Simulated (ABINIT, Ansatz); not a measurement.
# Quasiparticle gap of SiC (P6_3mc) in ABINIT, part 2 of 3

Aim: the G0W0 gap of SiC (P6_3mc) on PBE, step by step.

ABINIT 10.8.3; PBE and many-body steps on it, plane waves. Known limits of the many-body steps: not at the basis limit; coarse k mesh.

So far. Step 2 (Ground state): The gap is indirect, with the least direct gap 1.13 eV higher.

### 3. Bands along the symmetry lines

Level of this step: DFT, PBE, plane waves, norm-conserving pseudopotentials (ABINIT).

The cheap functional maps the bands first; the places of the edges decide which points the dearer methods must see.

The input, run.abi:

```
acell 3*1.0 Angstrom
rprim 
  3.075694149693 -0.000000000023 0.000000000000
  -1.537847074826 2.663629267917 0.000000000000
  0.000000000000 0.000000000000 10.070646480000
ntypat 2
znucl 14 6
natom 8
typat 1 1 1 1 2 2 2 2
xred 
  0.666666666667 0.333333333333 0.937841980000
  0.333333333333 0.666666666667 0.437841980000
  0.000000000000 0.000000000000 0.687894380000
  0.000000000000 0.000000000000 0.187894380000
  0.666666666667 0.333333333333 0.749802590000
  0.333333333333 0.666666666667 0.249802590000
  0.000000000000 0.000000000000 0.500460050000
  0.000000000000 0.000000000000 0.000460050000
pp_dirpath "pseudos"
pseudos "Si.upf, C.upf"
ecut 37
iscf -2
irdden 1
kptopt 0
nkpt 39
kpt 
  0.00000000 0.00000000 0.00000000
  0.12500000 0.00000000 0.00000000
  0.25000000 0.00000000 0.00000000
  0.37500000 0.00000000 0.00000000
  0.50000000 0.00000000 0.00000000
  0.45833333 0.08333333 0.00000000
  0.41666666 0.16666666 0.00000000
  0.37500000 0.25000000 0.00000000
  0.33333333 0.33333333 0.00000000
  0.25000000 0.25000000 0.00000000
  0.16666666 0.16666666 0.00000000
  0.08333333 0.08333333 0.00000000
  0.00000000 0.00000000 0.00000000
  0.00000000 0.00000000 0.12500000
  0.00000000 0.00000000 0.25000000
  0.00000000 0.00000000 0.37500000
  0.00000000 0.00000000 0.50000000
  0.12500000 0.00000000 0.50000000
  0.25000000 0.00000000 0.50000000
  0.37500000 0.00000000 0.50000000
  0.50000000 0.00000000 0.50000000
  0.45833333 0.08333333 0.50000000
  0.41666666 0.16666666 0.50000000
  0.37500000 0.25000000 0.50000000
  0.33333333 0.33333333 0.50000000
  0.25000000 0.25000000 0.50000000
  0.16666666 0.16666666 0.50000000
  0.08333333 0.08333333 0.50000000
  0.00000000 0.00000000 0.50000000
  0.50000000 0.00000000 0.50000000
  0.50000000 0.00000000 0.37500000
  0.50000000 0.00000000 0.25000000
  0.50000000 0.00000000 0.12500000
  0.50000000 0.00000000 0.00000000
  0.33333333 0.33333333 0.50000000
  0.33333333 0.33333333 0.37500000
  0.33333333 0.33333333 0.25000000
  0.33333333 0.33333333 0.12500000
  0.33333333 0.33333333 0.00000000
istwfk *1
nband 23
nbdbuf 2
tolwfr 1e-08
nstep 40
prtwf 0
prtvol 0
indata_prefix "in"
outdata_prefix "out"
tmpdata_prefix "tmp"
```

The run is started by

```bash
> OMP_NUM_THREADS=1 mpirun -n 4 abinit run.abi > log
```

Numbers of over 12 decimals in the logs are rounded to 6 here.

The log of the run:

```text
.Version 10.8.3 of ABINIT. v10.8.2 released Aug 2026.

 Symmetries : space group P6_3 m c (#186); Bravais hP (primitive hexag.)
[... echo of the input left out ...]
== DATASET  1 ==================================================================
-   mpi_nproc: 4, omp_nthreads: 1 (-1 if OMP is not activated)

--- !DatasetInfo
iteration_state: {dtset: 1, }
dimensions: {natom: 8, nkpt: 39, mband: 23, nsppol: 1, nspinor: 1, nspden: 1, mpw: 6045, }
cutoff_energies: {ecut:  37.0, pawecutdg:  -1.0, }
electrons: {nelect:   3.20000000E+01, charge:   0.00000000E+00, occopt:   1.00000000E+00, tsmear:   1.00000000E-02, }

 Real(R)+Recip(G) space primitive vectors, cartesian coordinates (Bohr,Bohr^-1):
 R(1)=  5.8122196  0.0000000  0.0000000  G(1)=  0.1720513  0.0993339  0.0000000
 R(2)= -2.9061098  5.0335298  0.0000000  G(2)=  0.0000000  0.1986677  0.0000000
 R(3)=  0.0000000  0.0000000 19.0307638  G(3)=  0.0000000  0.0000000  0.0525465
 Unit cell volume ucvol=  5.5676366E+02 bohr^3
 Angles (23,13,12)=  9.00000000E+01  9.00000000E+01  1.20000000E+02 degrees

 getcut: wavevector=  0.0000  0.0000  0.0000  ngfft=  32  32 108
         ecut(hartree)=     37.000   => boxcut(ratio)=   2.01068

--- Pseudopotential description ------------------------------------------------
- Si Generated using ONCVPSP code by D. R. Hamann
- 14.00000   4.00000  171031                  znucl, zion, pspdat
12 -101130 2 -1 1510                          pspcod,pspxc,lmax,lloc,mmax
     nproj     2     2     2
  pspatm : epsatm=    9.34321561
         --- l  ekb(1:nproj) -->
             0    5.168965    0.829883
             1    2.571282    0.578307
             2   -2.427311   -0.488097
 pspatm: atomic psp has been read  and splines computed

- C Generated using ONCVPSP code by D. R. Hamann
-  6.00000   4.00000  171031                  znucl, zion, pspdat
12 -101130 1 -1 1248                          pspcod,pspxc,lmax,lloc,mmax
     nproj     2     2     0
  pspatm : epsatm=    4.31346680
         --- l  ekb(1:nproj) -->
[...]
pspatm: atomic psp has been read  and splines computed

--------------------------------------------------------------------------------

================================================================================
 prteigrs : about to open file out_EIG
 Non-SCF case, kpt    1 (  0.00000  0.00000  0.00000), residuals and eigenvalues=
  3.58E-09  2.98E-09  2.79E-09  2.73E-09  3.24E-09  8.83E-09  7.61E-09  4.43E-09
  8.11E-09  3.04E-09  6.56E-09  4.21E-09  8.70E-09  5.58E-09  6.88E-09  7.76E-09
  4.66E-09  7.00E-09  4.90E-09  5.51E-09  6.76E-09  3.09E-06  1.99E-07
 -3.1516E-01 -2.7183E-01 -2.7047E-01 -1.8372E-01 -6.2487E-02  9.3494E-02
  9.4983E-02  2.1124E-01  2.1124E-01  2.2822E-01  2.2822E-01  2.3345E-01
  2.3345E-01  2.5300E-01  2.5495E-01  2.5495E-01  4.4278E-01  4.6407E-01
  4.8689E-01  4.8780E-01  5.1193E-01  5.1218E-01  5.1284E-01
[...]
4.4589E-01  4.6079E-01  4.6079E-01  5.8369E-01  5.8408E-01

--- !ResultsGS
iteration_state: {dtset: 1, }
comment   : Summary of ground state results
lattice_vectors:
- [  5.8122196,  -0.0000000,   0.0000000, ]
- [ -2.9061098,   5.0335298,   0.0000000, ]
- [  0.0000000,   0.0000000,  19.0307638, ]
lattice_lengths: [   5.81222,    5.81222,   19.03076, ]
lattice_angles: [ 90.000,  90.000, 120.000, ] # degrees, (23, 13, 12)
lattice_volume:   5.5676366E+02
convergence: {deltae:  0.000E+00, res2:  0.000E+00, residm:  9.898E-09, diffor:  0.000E+00, }
etotal    :  -4.10784775E+01
entropy   :   0.00000000E+00
fermie    :   2.54948116E-01
cartesian_stress_tensor: null
pressure_GPa: null
xred      :
- [  6.6667E-01,   3.3333E-01,   9.3784E-01, Si]
- [  3.3333E-01,   6.6667E-01,   4.3784E-01, Si]
- [  3.7007E-17,   3.7007E-17,   6.8789E-01, Si]
- [  3.7007E-17,   3.7007E-17,   1.8789E-01, Si]
- [  6.6667E-01,   3.3333E-01,   7.4980E-01,  C]
- [  3.3333E-01,   6.6667E-01,   2.4980E-01,  C]
- [  3.7007E-17,   3.7007E-17,   5.0046E-01,  C]
- [  3.7007E-17,   3.7007E-17,   4.6005E-04,  C]
cartesian_forces: null
force_length_stats: {min: null, max: null, mean: null, }

 Integrated electronic density in atomic spheres:
 ------------------------------------------------
 Atom  Sphere_radius  Integrated_density
[...]
================================================================================

 ----iterations are completed or convergence reached----

 Mean square residual over all n,k,spin=   54.714E-10; max=  98.983E-10
 reduced coordinates (array xred) for    8 atoms
[...]
0.000000000000      0.000000000000      0.500460050000
       0.000000000000      0.000000000000      0.000460050000

 cartesian coordinates (angstrom) at end:
    1      1.537847     0.887876     9.444675
    2      1.367e-11     1.775753     4.409352
    3      0.000000     0.000000     6.927541
[...]
7      0.000000     0.000000     5.039956
    8      0.000000     0.000000     0.004633
 length scales=  1.889726125908  1.889726125908  1.889726125908 bohr
              =  1.000000000000  1.000000000000  1.000000000000 angstroms
 prteigrs : about to open file out_EIG
 Eigenvalues (hartree) for nkpt=  39  k points:
 kpt#   1, nband= 23, wtk=  1.00000, kpt=  0.0000  0.0000  0.0000 (reduced coord)
[...]
kpt#   2, nband= 23, wtk=  1.00000, kpt=  0.1250  0.0000  0.0000 (reduced coord)
[...]
kpt#   3, nband= 23, wtk=  1.00000, kpt=  0.2500  0.0000  0.0000 (reduced coord)
[...]
kpt#  38, nband= 23, wtk=  1.00000, kpt=  0.3333  0.3333  0.1250 (reduced coord)
[...]
0.39582    0.39582    0.44999    0.46778    0.46778    0.57227    0.58347
 kpt#  39, nband= 23, wtk=  1.00000, kpt=  0.3333  0.3333  0.0000 (reduced coord)
  -0.15069   -0.14294   -0.14294   -0.13979   -0.02756   -0.01282   -0.01282    0.02704
   0.02704    0.02797    0.09379    0.09379    0.10788    0.14924    0.14924    0.19337
   0.40118    0.40118    0.44589    0.46079    0.46079    0.58369    0.58408

== END DATASET(S) ==============================================================
================================================================================

 -outvars: echo values of variables after computation  --------
            nband          23
             nkpt          39
          spgroup         186
 [... the other variables as echoed above ...]

 Calculation completed.
```

Wall time 31 s (4 MPI ranks of Arm Neoverse V1, shared host); peak memory 0.35 GiB.

This step gave:

```yaml
gap: 2.228 eV
k_of_the_valence_top: 0, 0, 0
k_of_the_conduction_bottom: 0.5, 0, 0
least_direct_gap: 3.353 eV
```

The gap is 2.228 eV, as in the run before at this level.

The electronic bands at the labelled points (eV, zero at the top of the highest filled band):

| point | band 13 | band 14 | band 15 | band 16 | band 17 | band 18 | band 19 | band 20 |
| --- | --- | --- | --- | --- | --- | --- | --- | --- |
| Γ | -0.58 | -0.05 | 0.00 | 0.00 | 5.11 | 5.69 | 6.31 | 6.34 |
| M | -2.37 | -2.23 | -1.58 | -1.13 | 2.23 | 2.36 | 4.24 | 4.76 |
| K | -4.00 | -2.88 | -2.88 | -1.68 | 3.98 | 3.98 | 5.20 | 5.60 |
| Γ | -0.58 | -0.05 | 0.00 | 0.00 | 5.11 | 5.69 | 6.31 | 6.34 |
| A | -0.21 | -0.21 | -0.21 | -0.21 | 5.32 | 5.32 | 6.78 | 6.78 |
| L | -2.51 | -2.51 | -1.56 | -1.56 | 2.64 | 2.64 | 4.22 | 4.22 |
| H | -2.76 | -2.76 | -2.46 | -2.46 | 3.25 | 3.25 | 6.69 | 6.69 |
| A | -0.21 | -0.21 | -0.21 | -0.21 | 5.32 | 5.32 | 6.78 | 6.78 |
| jump to L | -2.51 | -2.51 | -1.56 | -1.56 | 2.64 | 2.64 | 4.22 | 4.22 |
| M | -2.37 | -2.23 | -1.58 | -1.13 | 2.23 | 2.36 | 4.24 | 4.76 |
| jump to H | -2.76 | -2.76 | -2.46 | -2.46 | 3.25 | 3.25 | 6.69 | 6.69 |
| K | -4.00 | -2.88 | -2.88 | -1.68 | 3.98 | 3.98 | 5.20 | 5.60 |

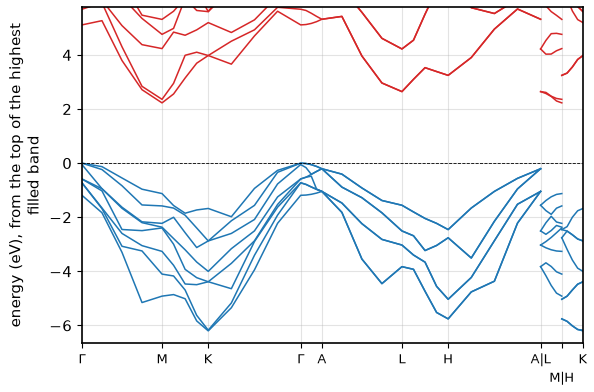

Electronic bands along the path; lines of filled and empty bands in two colours.

### 4. Empty states on the mesh, 3×3×2 mesh, 358 bands

The sums over transitions need many empty states on a uniform mesh; this step solves for them.

The input, run.abi:

```
acell 3*1.0 Angstrom
rprim 
  3.075694149693 -0.000000000023 0.000000000000
  -1.537847074826 2.663629267917 0.000000000000
  0.000000000000 0.000000000000 10.070646480000
ntypat 2
znucl 14 6
natom 8
typat 1 1 1 1 2 2 2 2
xred 
  0.666666666667 0.333333333333 0.937841980000
  0.333333333333 0.666666666667 0.437841980000
  0.000000000000 0.000000000000 0.687894380000
  0.000000000000 0.000000000000 0.187894380000
  0.666666666667 0.333333333333 0.749802590000
  0.333333333333 0.666666666667 0.249802590000
  0.000000000000 0.000000000000 0.500460050000
  0.000000000000 0.000000000000 0.000460050000
pp_dirpath "pseudos"
pseudos "Si.upf, C.upf"
ecut 37
ngkpt 3 3 2
nshiftk 1
shiftk 0 0 0
kptopt 1
chksymbreak 0
iscf -2
irdden 1
istwfk *1
nband 358
nbdbuf 32
tolwfr 1e-09
nstep 60
prtvol 0
indata_prefix "in"
outdata_prefix "out"
tmpdata_prefix "tmp"
```

The log of the run:

```text
.Version 10.8.3 of ABINIT. v10.8.2 released Aug 2026.

 Symmetries : space group P6_3 m c (#186); Bravais hP (primitive hexag.)
[... echo of the input left out ...]
== DATASET  1 ==================================================================
-   mpi_nproc: 4, omp_nthreads: 1 (-1 if OMP is not activated)

--- !DatasetInfo
iteration_state: {dtset: 1, }
dimensions: {natom: 8, nkpt: 6, mband: 358, nsppol: 1, nspinor: 1, nspden: 1, mpw: 6030, }
cutoff_energies: {ecut:  37.0, pawecutdg:  -1.0, }
electrons: {nelect:   3.20000000E+01, charge:   0.00000000E+00, occopt:   1.00000000E+00, tsmear:   1.00000000E-02, }

 Real(R)+Recip(G) space primitive vectors, cartesian coordinates (Bohr,Bohr^-1):
 R(1)=  5.8122196  0.0000000  0.0000000  G(1)=  0.1720513  0.0993339  0.0000000
 R(2)= -2.9061098  5.0335298  0.0000000  G(2)=  0.0000000  0.1986677  0.0000000
 R(3)=  0.0000000  0.0000000 19.0307638  G(3)=  0.0000000  0.0000000  0.0525465
 Unit cell volume ucvol=  5.5676366E+02 bohr^3
 Angles (23,13,12)=  9.00000000E+01  9.00000000E+01  1.20000000E+02 degrees

 getcut: wavevector=  0.0000  0.0000  0.0000  ngfft=  32  32 108
         ecut(hartree)=     37.000   => boxcut(ratio)=   2.01068

--- Pseudopotential description ------------------------------------------------
- Si Generated using ONCVPSP code by D. R. Hamann
- 14.00000   4.00000  171031                  znucl, zion, pspdat
12 -101130 2 -1 1510                          pspcod,pspxc,lmax,lloc,mmax
     nproj     2     2     2
  pspatm : epsatm=    9.34321561
         --- l  ekb(1:nproj) -->
             0    5.168965    0.829883
             1    2.571282    0.578307
             2   -2.427311   -0.488097
 pspatm: atomic psp has been read  and splines computed

- C Generated using ONCVPSP code by D. R. Hamann
-  6.00000   4.00000  171031                  znucl, zion, pspdat
12 -101130 1 -1 1248                          pspcod,pspxc,lmax,lloc,mmax
     nproj     2     2     0
  pspatm : epsatm=    4.31346680
         --- l  ekb(1:nproj) -->
[...]
pspatm: atomic psp has been read  and splines computed

--------------------------------------------------------------------------------

================================================================================
 prteigrs : about to open file out_EIG
 Non-SCF case, kpt    1 (  0.00000  0.00000  0.00000), residuals and eigenvalues=
  1.86E-10  1.41E-10  1.23E-10  1.17E-10  5.35E-10  1.12E-10  1.83E-10  6.96E-11
  8.05E-11  1.06E-10  6.80E-10  8.02E-11  5.82E-11  4.19E-11  6.31E-11  9.47E-11
  9.90E-10  8.26E-10  1.15E-10  8.40E-10  5.19E-10  8.16E-10  4.75E-10  9.52E-10
[...]
6.84E-05  2.38E-05  1.18E-04  5.71E-05  4.49E-04  3.86E-04
 -3.1516E-01 -2.7183E-01 -2.7047E-01 -1.8372E-01 -6.2487E-02  9.3494E-02
  9.4983E-02  2.1124E-01  2.1124E-01  2.2822E-01  2.2822E-01  2.3345E-01
[...]
5.2310E+00  5.2526E+00  5.2526E+00  5.2704E+00  5.2857E+00  5.2867E+00
  5.2871E+00  5.2876E+00  5.2879E+00  5.3357E+00
 prteigrs : prtvol=0 or 1, do not print more k-points.

--- !ResultsGS
iteration_state: {dtset: 1, }
comment   : Summary of ground state results
lattice_vectors:
- [  5.8122196,  -0.0000000,   0.0000000, ]
- [ -2.9061098,   5.0335298,   0.0000000, ]
- [  0.0000000,   0.0000000,  19.0307638, ]
lattice_lengths: [   5.81222,    5.81222,   19.03076, ]
lattice_angles: [ 90.000,  90.000, 120.000, ] # degrees, (23, 13, 12)
lattice_volume:   5.5676366E+02
convergence: {deltae:  0.000E+00, res2:  0.000E+00, residm:  9.985E-10, diffor:  0.000E+00, }
etotal    :  -4.10784775E+01
entropy   :   0.00000000E+00
fermie    :   2.54948116E-01
cartesian_stress_tensor: null
pressure_GPa: null
xred      :
- [  6.6667E-01,   3.3333E-01,   9.3784E-01, Si]
- [  3.3333E-01,   6.6667E-01,   4.3784E-01, Si]
- [  3.7007E-17,   3.7007E-17,   6.8789E-01, Si]
- [  3.7007E-17,   3.7007E-17,   1.8789E-01, Si]
- [  6.6667E-01,   3.3333E-01,   7.4980E-01,  C]
- [  3.3333E-01,   6.6667E-01,   2.4980E-01,  C]
- [  3.7007E-17,   3.7007E-17,   5.0046E-01,  C]
- [  3.7007E-17,   3.7007E-17,   4.6005E-04,  C]
cartesian_forces: null
force_length_stats: {min: null, max: null, mean: null, }

 Integrated electronic density in atomic spheres:
 ------------------------------------------------
 Atom  Sphere_radius  Integrated_density
[...]
================================================================================

 ----iterations are completed or convergence reached----

 Mean square residual over all n,k,spin=   38.083E-11; max=  99.847E-11
 reduced coordinates (array xred) for    8 atoms
[...]
0.000000000000      0.000000000000      0.500460050000
       0.000000000000      0.000000000000      0.000460050000

 cartesian coordinates (angstrom) at end:
    1      1.537847     0.887876     9.444675
    2      1.367e-11     1.775753     4.409352
[...]
7      0.000000     0.000000     5.039956
    8      0.000000     0.000000     0.004633
 length scales=  1.889726125908  1.889726125908  1.889726125908 bohr
              =  1.000000000000  1.000000000000  1.000000000000 angstroms
 prteigrs : about to open file out_EIG
 Eigenvalues (hartree) for nkpt=   6  k points:
 kpt#   1, nband=358, wtk=  0.05556, kpt=  0.0000  0.0000  0.0000 (reduced coord)
[...]
5.16787    5.17741    5.18375    5.18375    5.18747    5.20065    5.21601    5.22814
   5.22869    5.22870    5.23048    5.23097    5.23097    5.25256    5.25257    5.27044
   5.28568    5.28673    5.28711    5.28763    5.28792    5.33569
 prteigrs : prtvol=0 or 1, do not print more k-points.

== END DATASET(S) ==============================================================
================================================================================

 -outvars: echo values of variables after computation  --------
            nband         358
             nkpt           6
          spgroup         186
 [... the other variables as echoed above ...]

 Calculation completed.
```

It took 4.6 min on 4 MPI ranks; peak memory 0.5 GiB; 18 min of CPU time.

This step gave:

```yaml
gap: 3.011 eV
k_of_the_valence_top: 0, 0, 0
k_of_the_conduction_bottom: 0.3333, 0, 0
least_direct_gap: 3.856 eV
k_points_computed: 6
lowest_point_of_the_top_converged_band_above_the_valence_top: 124.3914 eV
```

On this mesh the gap is 3.011 eV. The earlier step found 2.228 eV, so this mesh misses an edge.

### 5. Screening, 3×3×2 mesh, 326 bands, screening to 217.7 eV

The RPA dielectric matrix is built and inverted for each q.

This step: RPA screening on PBE, plane waves, norm-conserving pseudopotentials.

run.abi, as its differences from that of step 4:

```diff
@@ -26,10 +26,11 @@
 chksymbreak 0
-iscf -2
-irdden 1
 istwfk *1
-nband 358
-nbdbuf 32
-tolwfr 1e-09
-nstep 60
-prtvol 0
+occopt 1
+irdwfk 1
+optdriver 3
+nband 326
+ecuteps 8
+inclvkb 2
+awtr 1
+symchi 1
 indata_prefix "in"
```

The log of the run:

```text
.Version 10.8.3 of ABINIT. v10.8.2 released Aug 2026.

 Symmetries : space group P6_3 m c (#186); Bravais hP (primitive hexag.)
[... echo of the input left out ...]
== DATASET  1 ==================================================================
-   mpi_nproc: 4, omp_nthreads: 1 (-1 if OMP is not activated)

--- !DatasetInfo
iteration_state: {dtset: 1, }
dimensions: {natom: 8, nkpt: 6, mband: 326, nsppol: 1, nspinor: 1, nspden: 1, mpw: 6030, }
cutoff_energies: {ecut:  37.0, pawecutdg:  -1.0, }
electrons: {nelect:   3.20000000E+01, charge:   0.00000000E+00, occopt:   1.00000000E+00, tsmear:   1.00000000E-02, }

 SCREENING: Calculation of the susceptibility and dielectric matrices

 Based on a program developped by R.W. Godby, V. Olevano, G. Onida, and L. Reining.
 Incorporated in ABINIT by V. Olevano, G.-M. Rignanese, and M. Torrent.
.Using double precision arithmetic ; gwpc =  8

[... cell and pseudopotentials left out ...]
--------------------------------------------------------------------------------

 ==== K-mesh for the wavefunctions ====
 Number of points in the irreducible wedge :     6
[... list of points left out ...]
 Together with 12 symmetry operations and time-reversal symmetry
 yields    18 points in the full Brillouin Zone.

 ==== Q-mesh for the screening function ====
 Number of points in the irreducible wedge :     6
[... list of points left out ...]
 Together with 12 symmetry operations and time-reversal symmetry
 yields    18 points in the full Brillouin Zone.

 setmesh: FFT mesh size selected  =    24x   24x   80
          total number of points  =        46080

 vcoul_init : cutoff-mode = AUXILIARY_FUNCTION
 q-points for optical limit:   1
     1)      0.000010    0.000020    0.000030

- screening: taking advantage of time-reversal symmetry
- Maximum band index for partially occupied states nbvw = 16
- Remaining bands to be divided among processors   nbcw = 310
- Number of bands treated by each node ~77

 Number of electrons calculated from density =   32.0000; Expected =   32.0000
 average of density, n =  0.057475
 r_s =    1.6075
 omega_plasma =   23.1257 [eV]

 calculating chi0 at frequencies [eV] :
  1    0.000000E+00    0.000000E+00
  2    0.000000E+00    2.312571E+01

--------------------------------------------------------------------------------
  q-point number  1        q = ( 0.000000, 0.000000, 0.000000) [r.l.u.]
--------------------------------------------------------------------------------
[... chi0 elements left out ...]
 For q-point:  0.000010 0.000020 0.000030
  dielectric constant =   9.4844
  dielectric constant without local fields =  10.3825

  Average fulfillment of the sum rule on Im[epsilon] for q-point    1 :     92.94  [%]
[... wings left out ...]
  q-point number  2        q = ( 0.333333, 0.000000, 0.000000) [r.l.u.]
--------------------------------------------------------------------------------
[... chi0 elements left out ...]
  Average fulfillment of the sum rule on Im[epsilon] for q-point    2 :     92.48  [%]

 [... 4 further q-points ...]
```

The job ended after 2.5 min (4 MPI ranks; peak memory 2.3 GiB).

Numbers from this step:

| Property | Result |
| --- | --- |
| ε∞ with local fields, on this mesh, along the program's q direction | 9.484 |
| the same without local fields | 10.38 |
| plasma frequency | 23.13 eV |
| plane waves in the screening matrix | 613 |

Local fields lower ε∞ by 9 %. On a Γ-centred mesh this coarse the value itself is usually too large, while a short band sum pulls it down.

(Continued in part 3 of 3.)

[Paths, hosts, dates, memory and timing lines, banners, echoed tables and standing remarks are left out of the program output.]

[Logs are printed without paths, hosts, clocks, repeated set-up lines and the standing remarks that a program may print on its own settings, such as how far it seeks lower states.]

[Runs of the session that timed out or met a known fault of the program may be left out.]

[Hosts, paths, dates, database ids (printed as entryN), source tags and the programs' standing remarks are cut or masked in the printed files.]

[G0W0 gaps are taken among the corrected bands and points alone; a level outside them can change the order at an edge.]

[Where Ansatz stands beside ABINIT at settings called matched, ABINIT's density can come from a denser mesh and the files from another edition; pairs whose starting gaps differed by over 0.03 eV were left out, so agreement reads better than it is.]
